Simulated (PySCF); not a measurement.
C4H8ClFSi2

```xyz
16

F     1.2154   -1.9627    0.6370
Si    0.7492   -0.5552   -0.0556
Si    2.5866    0.6822   -0.6784
C    -0.7115   -0.9100   -1.1851
C    -1.8647   -0.5588   -0.6261
C    -1.8661   -0.0033    0.7639
C    -0.4345    0.2723    1.2232
Cl   -0.1181    2.0432    1.2090
H     2.1923    1.8527   -1.4614
H     3.3659    1.1368    0.4743
H     3.4690   -0.1336   -1.5179
H    -0.6684   -1.3208   -2.1806
H    -2.8247   -0.6721   -1.1111
H    -2.4762    0.9020    0.8086
H    -2.3349   -0.7343    1.4303
H    -0.2868   -0.0295    2.2585
```

Geometry: GFN2-xTB.

These are results of CAM-B3LYP/def2-SVPD, SCF density, gas phase (PySCF 2.14.0), not measurements.

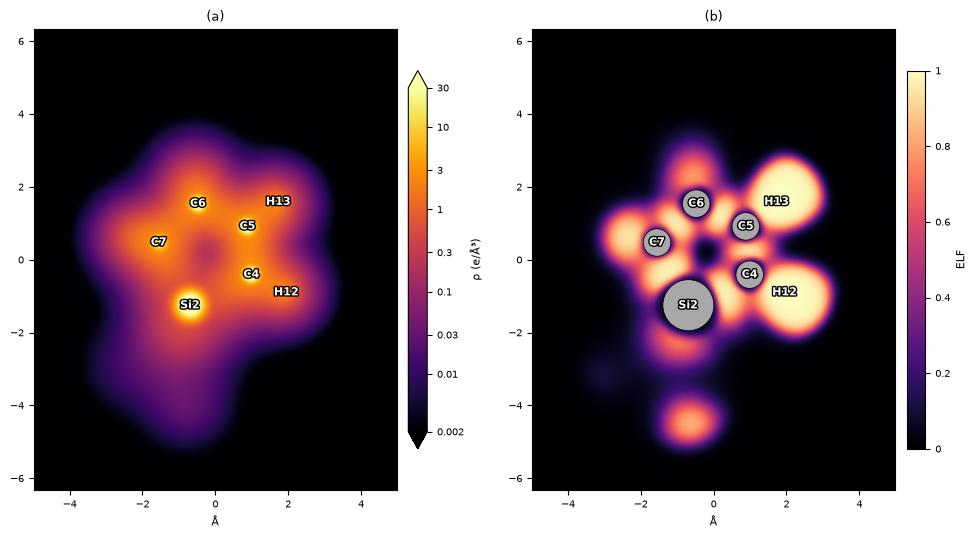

Figure 1. (a) total electron density; (b) ELF on the plane of atoms C4, C5 and H13. Grey discs cover the atomic cores in the ELF map.

> What does the map show?

- The section cuts through Si, C and H sites.
- C–C (1.33 Å): the density is about 2.3 e/Å³ at the midpoint; the ELF peaks at about 0.95 between the atoms: a short, multiple covalent bond.
- C–Si (1.88 Å): the density is about 0.96 e/Å³ at the midpoint; the ELF peaks at about 0.95 between the atoms: a covalent bond.
- C–H (1.08 Å): the density is about 2 e/Å³ at the midpoint; the ELF climbs to about 1 towards the hydrogen, as it does in any bond to H; a covalent bond by its length.
- C–C (1.50 Å): ρ is about 1.8 e/Å³ halfway; the ELF peaks at about 0.95 between the atoms (localised, covalent bonding).

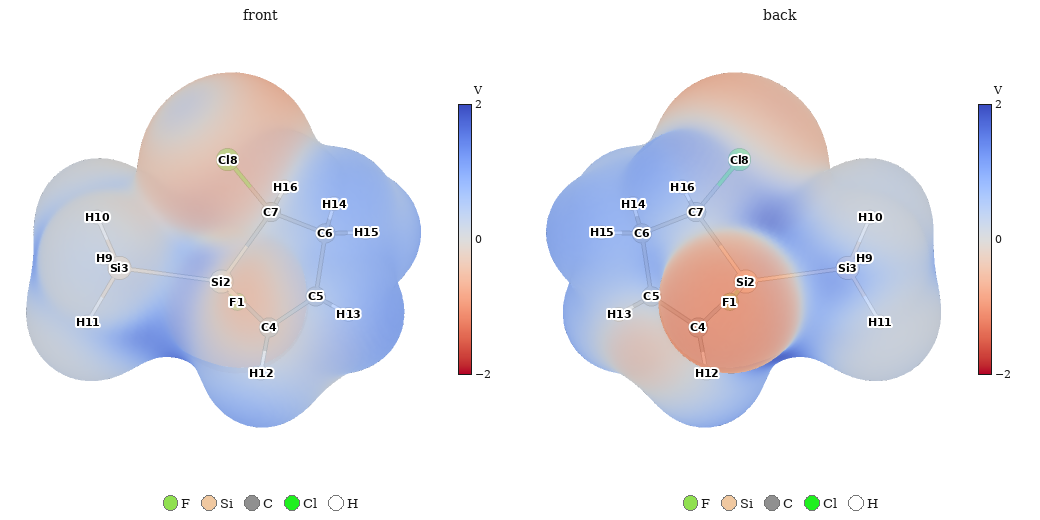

Figure 2. The molecular electrostatic potential painted on the density surface at 0.002 e/bohr³, seen from the front and from behind; red is negative and blue positive.

> Where is the surface potential most negative and most positive?

The most negative region (about −1.1 V) lies over F1, the most positive (about +1.6 V) over Si2. Cl8 shows a σ-hole: about +0.2 V at the tip opposite its bond, against about −0.4 V on its flanks.

> How polar is the molecule by this calculation?

Its dipole moment is 1.66 D.
